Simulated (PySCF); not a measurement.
# Single-point calculation of SiNH₄

System: SiNH₄, multiplicity 4, SMILES [NH][SiH3].
Method: RPA/STO-3G, UHF (PySCF 2.14.0).

The geometry is that of the parent species in another charge or spin state. The geometry comes from this level: PBE0-D4/def2-TZVP.

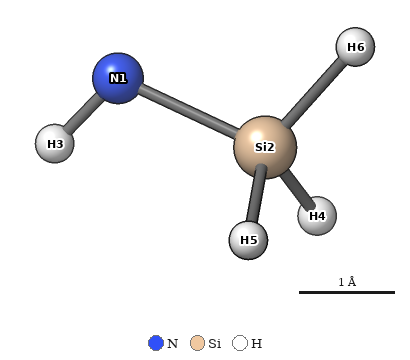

*The structure (ball-and-stick view, seen at a tilt; atoms are numbered from 1 in the order of the input).*

Bond lengths as drawn: H–N 1.02 Å, H–Si 1.48 to 1.49 Å and N–Si 1.75 Å.

**The input (input.py)**
```python
from pyscf import gto
from pyscf.gw.urpa import URPA

mol = gto.Mole()
mol.atom = '''
N      0.592100    -0.835200     0.909500
Si    -0.203700     0.347600    -0.110000
H      0.922800    -1.640700     0.372700
H     -1.310600    -0.282300    -0.885500
H      0.789500     0.911800    -1.068900
H     -0.748100     1.434800     0.736200
'''
mol.spin = 3
mol.basis = 'sto-3g'
mol.charge = 0
mol.verbose = 3
mol.max_memory = 1860
mol.build()

mf = mol.UHF()
mf.conv_tol = 1e-10
mf.kernel()
if not mf.converged:
    mf = mf.newton().run(mf.mo_coeff, mf.mo_occ)

rpa = URPA(mf, frozen=6)
rpa.kernel()
e_exx = mf.e_tot
etot = e_exx + rpa.e_corr
print('E = %.10f Eh' % etot)
```

Run as:
```bash
OMP_NUM_THREADS=1 python input.py
```

**The program's output**
```
WARN: HOMO 0.355541603870528 >= LUMO -0.273418855681926

WARN: HOMO 0.132783212673701 >= LUMO 0.113819560881925

converged SCF energy = -341.281306827531  <S^2> = 3.7574686  2S+1 = 4.0037326
E(URPA) = -341.223818183374  E_corr = -0.093057093864747  E_hf = -341.130761089509
E = -341.3743639214 Eh
```

**Key numbers**

```json
{"quantity": "outcome", "value": "converged"}
{"quantity": "total energy", "value": "−341.374364 hartree"}
{"quantity": "SCF energy", "value": "−341.281307 hartree"}
{"quantity": "correlation energy", "value": "−0.093057 hartree"}
{"quantity": "basis functions", "value": "18"}
{"quantity": "⟨S²⟩", "value": "3.757"}
{"quantity": "hardware", "value": "1 thread of Intel Xeon @ 2.90GHz (Ice Lake), 16 GiB of memory available, shared host"}
{"quantity": "wall time", "value": "0.7 s"}
{"quantity": "peak memory", "value": "0.12 GiB"}
```
